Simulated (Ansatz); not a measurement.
SnO: pressure series

Take SnO in the litharge type structure (space group P4/nmm, No. 129; layered, stacked along the Cartesian z axis) as the base.

```
CELL_PARAMETERS angstrom
      3.83710     0.00000     0.00000
      0.00000     3.83710     0.00000
      0.00000     0.00000     4.75861
ATOMIC_POSITIONS crystal
  Sn 0.50000 0.00000 0.24344
  Sn 0.00000 0.50000 0.75656
  O  0.00000 0.00000 0.00000
  O  0.50000 0.50000 0.00000
```

Cell and atoms are relaxed at each pressure.

Method: PBE-D3(BJ)/PAW in Ansatz (a quantum-chemistry and plane-wave program), scalar-relativistic without spin-orbit coupling.

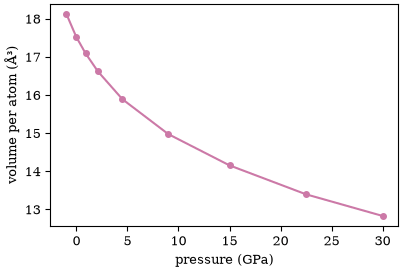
Figure. Volume per atom against pressure

```csv
pressure (GPa),volume per atom
-1,18.14 Å³
0.9,17.09 Å³
2.1,16.62 Å³
4.5,15.89 Å³
9,14.98 Å³
15,14.16 Å³
22.5,13.40 Å³
30,12.83 Å³
```

Load acts through the strain it causes; cell and atoms are relaxed under it. Stability against distortions was not tested. No other phases were tried under pressure. The final runs are not spin-polarised.
